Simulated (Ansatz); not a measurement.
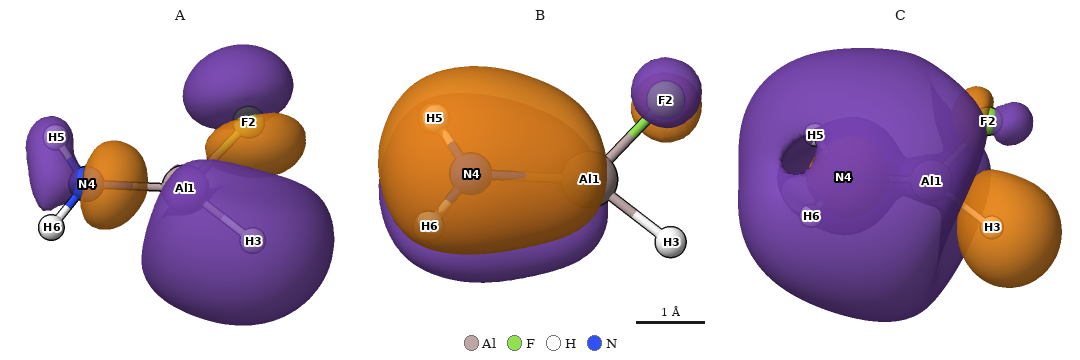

Figure 1: AlFH₃N. Three frontier orbitals at ±0.06 Å⁻³ᐟ² (orange and purple are the two phases), in no order.

Not at a stationary point (largest force 1.7 eV/Å).

These are results of RKS B3LYP/def2-SVP in Ansatz 0.2.0, not measurements.

```xyz
6

Al    0.1494    0.0385   -0.0260
F     0.5853   -0.4384    1.5076
H     1.6298    0.4158   -0.2152
N    -1.4214    0.0013   -0.8151
H    -2.2788   -0.3408   -0.3904
H    -1.6073    0.3237   -1.7600
```

Q: Order the three orbitals by energy and name them.

A: A is the HOMO−1 (−8.06 eV). Its weight (Hirshfeld) is mainly on H3 (about 40 %), Al1 (about 30 %) and F2 (about 25 %); it is symmetric in the molecular plane (an in-plane orbital: σ, lone-pair or in-plane π type). B is the HOMO (−7.60 eV). It lies mainly on N4 (about 75 %); it changes sign across the molecular plane (π type). C is the LUMO (−0.30 eV). Its weight (Hirshfeld) is mainly on Al1 (about 55 %), N4 (about 15 %), H3 (about 10 %), H6 (about 10 %) and H5 (about 10 %); it is symmetric in the molecular plane (an in-plane orbital: σ, lone-pair or in-plane π type).

Q: What is the HOMO–LUMO gap?

A: 7.30 eV between the orbital energies.
